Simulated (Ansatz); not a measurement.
# ScBi2S4F: relaxing a made-up structure, part 2 of 2

This structure for ScBi2S4F is made up. Its elements were placed in a known structure type with a cell scaled to their sizes. What cell does the guess relax to, and how far off was it?

Ansatz 0.2.0; DFT, PBEsol, plane-wave PAW, files of the set soft_1, scalar-relativistic, no spin, cell and ions relaxed at zero pressure; PAW set soft_1 (the session's first sound run).

So far: The starting structure; Relaxation of the guess. The relaxed cell has a = 4.486, c = 9.283 Å (conventional setting).

### 3. Bands of the relaxed cell

With the geometry fixed, one more self-consistent run, with a narrower smearing and the mesh shown in its input, gives the bands, and its pressure, and its forces where symmetry allows any, show how far the geometry depends on these settings.

This step: DFT, PBEsol, plane-wave PAW, files of the set soft_1, scalar-relativistic, no spin, bands and density of states at the relaxed cell; PAW set soft_1 (Ansatz 0.2.0).

The input, input.yaml:

```yaml
crystal:
  lattice:
    - [4.485805453, 0.0, 0.0]
    - [0.0, 4.485805453, 0.0]
    - [0.0, 0.0, 9.283261946]
  atoms:
    - { symbol: Bi, position: [0.5, 0.5, 0.3175732301] }
    - { symbol: Bi, position: [0.5, 0.5, 0.6824267699] }
    - { symbol: Sc, position: [0.0, 0.0, 0.0] }
    - { symbol: S, position: [0.0, 0.5, 0.1652086252] }
    - { symbol: S, position: [0.5, 0.0, 0.1652086252] }
    - { symbol: S, position: [0.0, 0.5, 0.8347913748] }
    - { symbol: S, position: [0.5, 0.0, 0.8347913748] }
    - { symbol: F, position: [0.0, 0.0, 0.5] }
kpoints:
  mp_grid: { grid: [8, 8, 4] }
  band_path:
    path:
      - [[0.0, 0.0, 0.0], [0.0, 0.5, 0.0], [0.5, 0.5, 0.0], [0.0, 0.0, 0.0], [0.0, 0.0, 0.5], [0.0, 0.5, 0.5], [0.5, 0.5, 0.5], [0.0, 0.0, 0.5]]
      - [[0.0, 0.5, 0.0], [0.0, 0.5, 0.5]]
      - [[0.5, 0.5, 0.0], [0.5, 0.5, 0.5]]
    npoints: 8
scf:
  occupations: { method: fermi_dirac, width: 0.03 }
  n_extra_bands: 12
hamiltonian:
  xc: pbesol
  pseudopotentials: { kind: paw, azcp: { folder: soft_1 }, xc_functional: pbe }
output:
  forces: true
  stress: true
  write_bands: true
  dos: { projected: true }
  write_density: true
  write_potential: true
  elf: true
  volumetric_format: npy
```

Run with:

```
> ansatz run input.yaml --threads 4 --pin off --max-ram 10240MiB --backend cpu --events-out ev --progress --plain --runs-dir out
```

Numbers of over 12 decimals in the logs are rounded to 6 here.

Output:

```text
[...]
Crystal: 8 atoms, lattice volume = 186.802 Å³
Basis set: ecut = 420 eV, 3687 PW (Γ), exchange–correlation on 60×60×128 points (8 copies of the dense FFT grid, shifted against one another)
Bands: 48, of which v1, the nominal top of the filled ones, is band 36 counted from 1 (35 counted from 0)
Symmetry: 16 space group operations
[...]
k-points: 45 of 256
[...]
SCF iter   1: F=—  HF=-30947.639363 eV  |F-HF|=—  |Δ(HF+E_count)|=         —  Δρ=6.26e-2  dr2=1.43e1  ethr=3.10e-3  ⟨swp⟩=6.3  Hψ=9275  notcnv=0  defer=18
[...]
SCF iter  11: F=-30944.266925 eV  HF=-30944.266925 eV  |F-HF|=4.06e-8  |Δ(HF+E_count)|=   6.53e-7  Δρ=5.56e-6  dr2=7.82e-8  ethr=1.39e-10  ⟨swp⟩=17.3  Hψ=18335  notcnv=0
SCF 1 converged in 11 iterations: F = -30944.266925 eV  dr2 = 7.82e-8
[...]
NSCF: frozen V_eff on 75 k-points
SCF converged after 11 iterations
Free energy (F): -30944.266925 eV
[...]
Internal energy: -30944.261024 eV  (E = F + TS)
E sigma→0 (E₀):  -30944.263975 eV
Entropy (-TS):   -0.005901 eV (-0.738 meV/atom)
Fermi energy:    7.182471 eV
[...]
--- Forces (eV/Å), atoms counted from 1 ---
  atom   1  Bi     0.00000000     0.00000000    -0.02173879
  atom   2  Bi     0.00000000     0.00000000     0.02173879
  atom   3  Sc     0.00000000     0.00000000     0.00000000
  atom   4  S      0.00000000     0.00000000     0.02376661
  atom   5  S      0.00000000     0.00000000     0.02376661
  atom   6  S      0.00000000     0.00000000    -0.02376661
  atom   7  S      0.00000000     0.00000000    -0.02376661
  atom   8  F     -0.00000000     0.00000000     0.00000000
  max |Σ_I F_I| component: 5.55e-17 eV/Å
--- Stress (GPa, compression-positive) ---
       -0.012223       0.000000       0.000000
        0.000000      -0.012223       0.000000
        0.000000       0.000000      -0.003009
  P = ⅓ Tr σ = -0.0092 GPa (-0.092 kbar)
--- Band table (eV; the first three rows and the last of 45) ---
  k-point 0: bands = [... 32 lower, 5.9524, 6.1281, 6.1281, 6.4719, 6.5857, 8.6261, 8.7344, 9.1111, ... 8 higher]
  k-point 1: bands = [... 32 lower, 5.7943, 6.1432, 6.1432, 6.4962, 6.5688, 8.3643, 8.7345, 9.1569, ... 8 higher]
  k-point 2: bands = [... 32 lower, 5.7875, 6.1575, 6.1575, 6.5521, 6.5565, 8.1369, 8.7345, 9.1819, ... 8 higher]
  k-point 44: bands = [... 32 lower, 6.1169, 6.8371, 7.1098, 7.6586, 8.8804, 8.9659, 9.4175, 9.4175, ... 8 higher]
```

Run time: 10 s. Hardware: 4 threads of Arm Neoverse V2, shared host; peak memory 0.8 GiB; 40 s of CPU time.

In the SCF lines HF is the Harris–Foulkes energy and dr2 the Hartree energy of the density residual, in eV; the loop may stop once dr2 is under the threshold and the program's other checks hold. Hψ counts applications of the Hamiltonian.

This step gave:

| Item | Value |
| --- | --- |
| free energy | -30944.2669 eV |
| energy at zero smearing | -30944.2640 eV |
| smearing term TS | 0.005901 eV |
| Fermi energy | 7.182 eV |
| pressure | -0.009152 GPa |

From bands.tsv, the bands that come nearest the Fermi level along the path, at its corners, in eV from the Fermi level:

| point | band 33 | band 34 | band 35 | band 36 | band 37 | band 38 | band 39 | band 40 |
| --- | --- | --- | --- | --- | --- | --- | --- | --- |
| Γ | -1.23 | -1.05 | -1.05 | -0.71 | -0.60 | 1.44 | 1.55 | 1.93 |
| X | -1.66 | -1.64 | -1.33 | -0.69 | 1.03 | 1.06 | 1.72 | 1.96 |
| M | -1.07 | -0.35 | -0.07 | 0.36 | 0.48 | 1.75 | 2.12 | 2.12 |
| Γ | -1.23 | -1.05 | -1.05 | -0.71 | -0.60 | 1.44 | 1.55 | 1.93 |
| Z | -1.40 | -1.02 | -1.02 | -0.63 | -0.63 | 0.95 | 1.55 | 2.00 |
| R | -1.67 | -1.65 | -1.58 | -1.44 | 1.31 | 1.61 | 2.22 | 2.25 |
| A | -1.07 | -0.35 | -0.07 | 0.48 | 1.70 | 1.78 | 2.24 | 2.24 |
| Z | -1.40 | -1.02 | -1.02 | -0.63 | -0.63 | 0.95 | 1.55 | 2.00 |
| X | -1.66 | -1.64 | -1.33 | -0.69 | 1.03 | 1.06 | 1.72 | 1.96 |
| R | -1.67 | -1.65 | -1.58 | -1.44 | 1.31 | 1.61 | 2.22 | 2.25 |
| M | -1.07 | -0.35 | -0.07 | 0.36 | 0.48 | 1.75 | 2.12 | 2.12 |
| A | -1.07 | -0.35 | -0.07 | 0.48 | 1.70 | 1.78 | 2.24 | 2.24 |

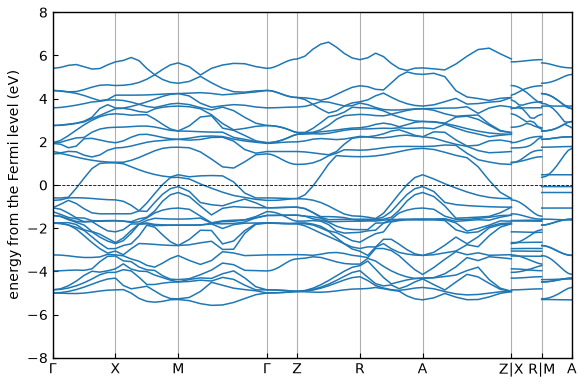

Bands along the path. 21 bands lie wholly below the window drawn.

Counts of states for the cell as run, both spins, by energy window (eV from the Fermi level): Near the top, bands beyond those computed are missing, so counts there can be too low.

```csv
from,to,total
-8,-7,0.00
-7,-6,0.00
-6,-5,1.72
-5,-4,5.83
-4,-3,4.76
-3,-2,4.92
-2,-1,10.31
-1,0,2.49
0,1,1.35
1,2,4.16
2,3,6.91
3,4,6.32
4,5,3.14
```

Below -8 eV lie 42.0 more states.

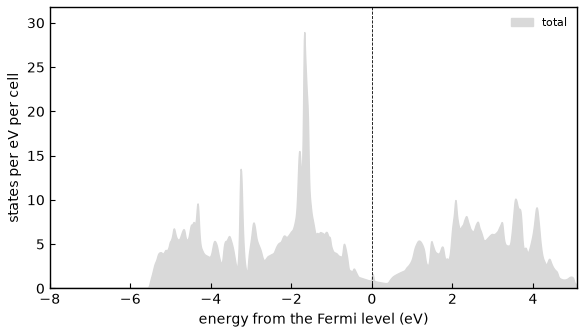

Total density of states, smoothed over about 0.04 eV.

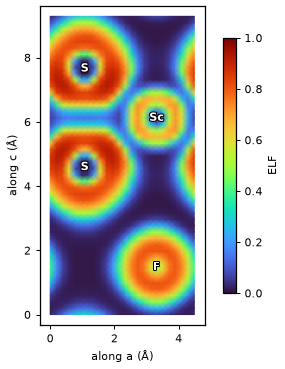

ELF in the ac plane at fractional y = 0.000, with atoms of Sc and S and F within 0.2 Å of it. It is the smooth field of the valence electrons, not physical close to the nuclei. The map starts off the cell's origin, so that atoms lie inside it.

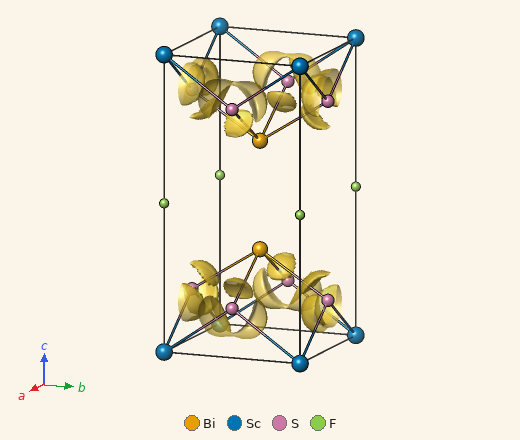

Surface of ELF = 0.84.

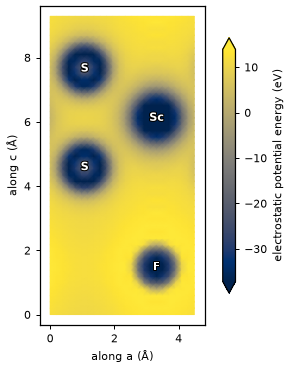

Electrostatic potential energy in the ac plane at fractional y = 0.000, with atoms of Sc and S and F within 0.2 Å of it. With pseudopotentials it is smooth inside the atoms' cores, unlike the true potential. The map starts off the cell's origin, so that atoms lie inside it.

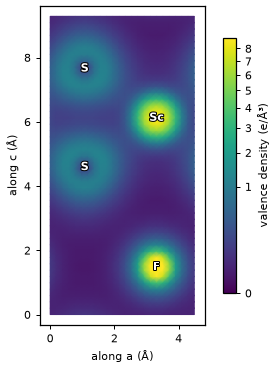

Valence density in the ac plane at fractional y = 0.000, with atoms of Sc and S and F within 0.2 Å of it. It is the smooth field of the valence electrons, not physical close to the nuclei. The map starts off the cell's origin, so that atoms lie inside it. The colour scale is stretched toward low values.

### 4. Summary of results

```json
{
 "space group, relaxed": "P4/mmm",
 "conventional cell": "a = 4.486, b = 4.486, c = 9.283 Å; α = 90.0°, β = 90.0°, γ = 90.0°",
 "volume per atom": "23.35 Å³ (guess 20.35)"
}
```

**Reading.** ScBi2S4F relaxes to P4/mmm with a = 4.486, b = 4.486 and c = 9.283 Å. The guessed volume was 13 % too small. The space group P4/mmm was held in the relaxation, so the end point is a stationary structure within it and may be a saddle against distortions or other arrangements. Bands cross the Fermi level, so it is a metal or semimetal at this level. On the 8×8×4 mesh with the narrower smearing (relaxed on 7×7×3) the largest force component is 0.024 eV/Å and the largest stress component is 0.012 GPa, against the relaxation's thresholds of 0.015 eV/Å and 0.05 GPa. The cutoff wasn't tested. A vector of the cell changed its length by 10 %, more than the volume shows. Spin-orbit coupling is left out, which can matter for elements this heavy. No dispersion term is used, so weakly bound directions may come out too long. Nothing here tests whether the compound is stable against decomposition.

[Logs are printed without paths, hosts, clocks, repeated set-up lines and the standing remarks that a program may print on its own settings, such as how far it seeks lower states.]

[Hosts, paths, dates, database ids (printed as entryN), source tags and the programs' standing remarks are cut or masked in the printed files.]
